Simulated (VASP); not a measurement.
Band structure of SiO2 (rutile). Method: r2SCAN meta-GGA, VASP's PBE PAW potentials (set 64) (plane waves; VASP).

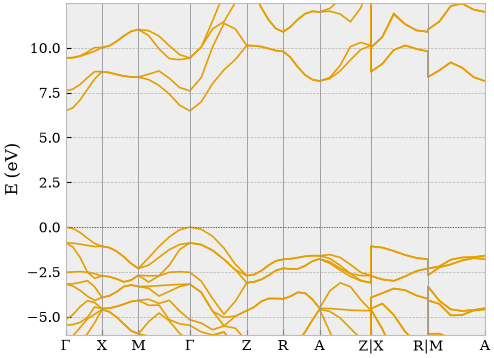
Figure. Bands along high-symmetry lines, zero at the valence-band maximum or, without a gap, the Fermi level

**Question.** Read the plot: is there a gap, and where are the band edges?

**Answer.** The gap is direct, 6.48 eV, from the valence maximum at Γ to the conduction minimum at Γ.

The compound is SiO2 in the rutile structure, stishovite, a high-pressure form. It was relaxed first.
